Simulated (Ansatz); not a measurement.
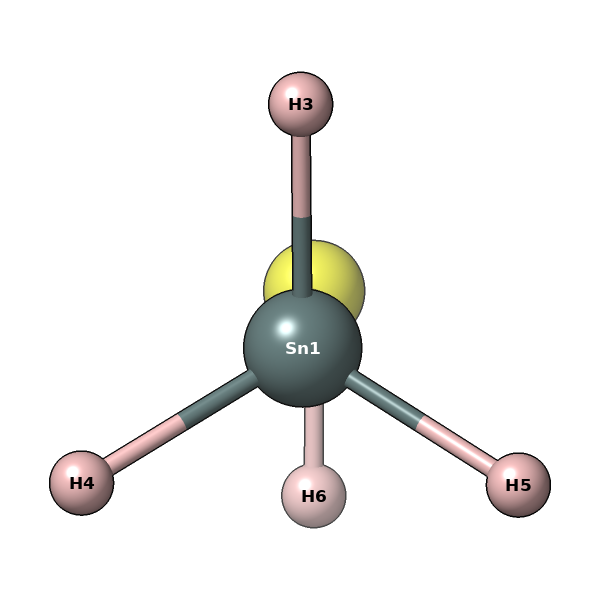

S2 lies behind Sn1. The molecule seen nearly along the Sn1–S2 bond, Sn1 in front. Distant atoms are faded towards the background colour. The computed structure is the end point of a PBE0-D4/def2-TZVP optimisation.

### What is the torsion angle H3–Sn1–S2–H6? The sign is positive where the front bond must turn clockwise to cover the back bond.

180°, antiperiplanar (anti).
